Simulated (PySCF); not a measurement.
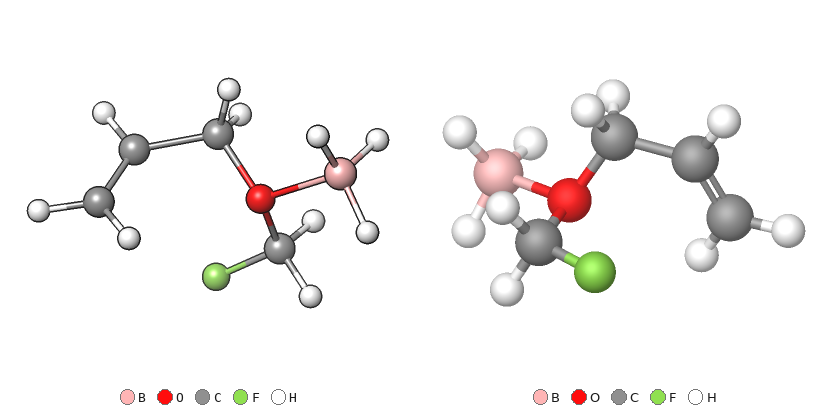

The same structure drawn twice, from different directions.

The computed structure is the end point of a GFN2-xTB optimisation. No frequency run is at hand to confirm it as a minimum.

What does the picture show?

Formula C₄H₁₀BFO. Its SMILES string is `[BH3-][O+](CF)CC=C`. It has no ring. Among its groups: alkene, C–F bond, B–H bond. The point group is C1. Coordination: 1 B tetrahedral; 1 O trigonal pyramidal; 2 C tetrahedral; 2 C trigonal planar.

More results for the same structure follow; atom numbers are the same in all pictures, views and colours differ.

Electronic properties

No frequency run is at hand to confirm it as a minimum. Method: B3LYP/pcJ-1, gas phase (PySCF 2.14.0).

Predict the main results.

- dipole moment: 3.13 D
- HOMO energy (Kohn–Sham orbital): −7.72 eV
- LUMO energy (Kohn–Sham orbital): −0.45 eV
- HOMO–LUMO gap: 7.27 eV

Quadrupole coupling

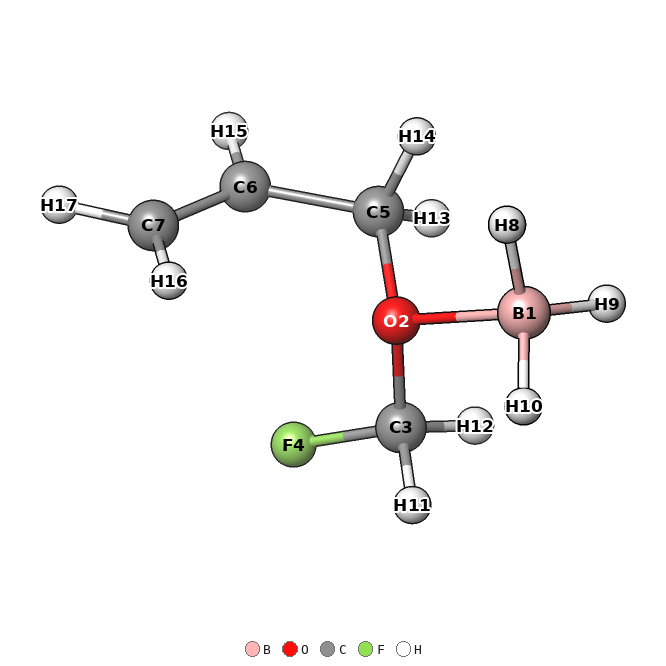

No frequency run is at hand to confirm it as a minimum. Electric field gradients from the ground-state density, B3LYP/pcJ-1 (PySCF 2.14.0), non-relativistic apart from any core potentials.

Give the largest field-gradient component, the quadrupole coupling constant and the asymmetry for 11B at B1 (Q = 40.59 mb), 17O at O2 (Q = −25.6 mb), 2H at H8 (Q = 2.86 mb), 2H at H9 (Q = 2.86 mb).

| atom | V_zz (a.u.) | e²qQ/h (MHz) | η |
| --- | --- | --- | --- |
| B1 | 0.419 | 3.99 | 0.04 |
| O2 | −1.713 | 10.30 | 0.76 |
| H8 | 0.226 | 0.152 | 0.14 |
| H9 | 0.218 | 0.146 | 0.15 |

Spin–spin coupling

No frequency run is at hand to confirm it as a minimum. Level of theory: B3LYP/pcJ-1 indirect spin-spin coupling, non-relativistic, gas phase (PySCF 2.14.0). Isotopes: 11B, 13C, 19F, 1H, 17O.

Give the spin–spin coupling constants of these pairs, with the number of bonds between them: B1/H10, B1/H8, B1/O2, C3/F4, B1/C3, O2/F4, F4/H11, F4/H12, B1/H14, B1/F4, F4/C5.

| pair | bonds apart | J (Hz) |
| --- | --- | --- |
| B1, H10 | 1 | 117.4 |
| B1, H8 | 1 | 122.5 |
| B1, O2 | 1 | 11.3 |
| C3, F4 | 1 | −280.8 |
| B1, C3 | 2 | 2.5 |
| O2, F4 | 2 | −20.6 |
| F4, H11 | 2 | 48.3 |
| F4, H12 | 2 | 62.3 |
| B1, H14 | 3 | 1.2 |
| B1, F4 | 3 | −2.2 |
| F4, C5 | 3 | 0.9 |

Density functionals are unreliable for couplings to fluorine, so those rows may be far off.

The geometry is semi-empirical. Around B such bond lengths and angles can be off by a tenth of an ångström or more and by several degrees, and values that hang on the shape move with them.
